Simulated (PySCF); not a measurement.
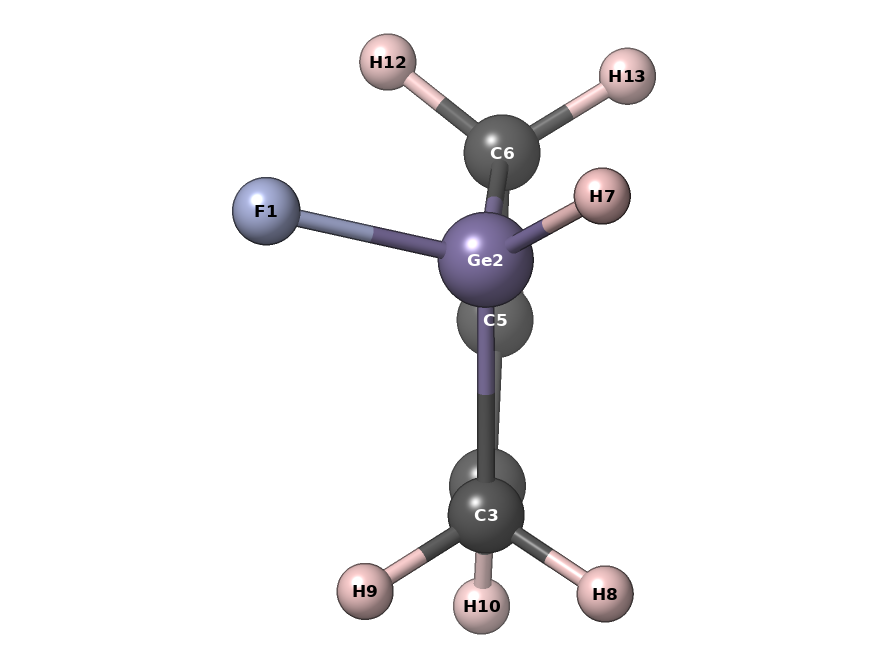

C4 lies behind C3. The molecule seen nearly along the C3–C4 bond, C3 in front. Depth is shown by fading: the farther an atom, the more it takes the colour of the background. The geometry was computed by an optimisation with GFN2-xTB. No frequency run is at hand to confirm it as a minimum.

**What is the torsion angle Ge2–C3–C4–C5? The sign is positive where the front bond must turn clockwise to cover the back bond.**

3°, synperiplanar (eclipsed).
